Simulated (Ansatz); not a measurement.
Where the default PAW files enter, the runs use the earlier of Ansatz's two default sets.

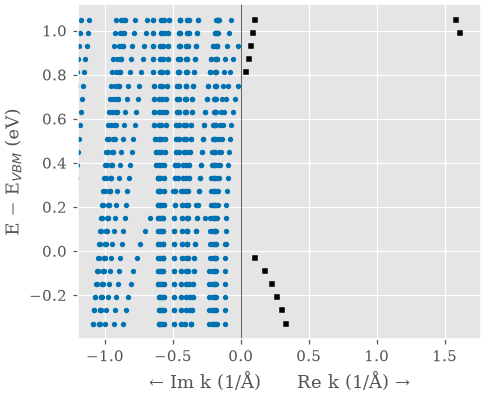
Fig. 1. Complex bands at the centre of the two-dimensional zone; PBEsol run with Ansatz (a first-principles code)

The gap is the functional's own. No spin-orbit coupling. Mid-gap values are interpolated on the energy grid.

Question: This is GaSe (P6_3/mmc, 8 atoms a cell, 24.6 Å³ an atom) along the normal of (110). Read off the slowest decay at the centre of the two-dimensional zone at 0.39 eV, the computed energy nearest the middle of the gap.

Answer: κ ≈ 0.09 1/Å, a decay length 1/(2κ) of the density of 5.4 Å.
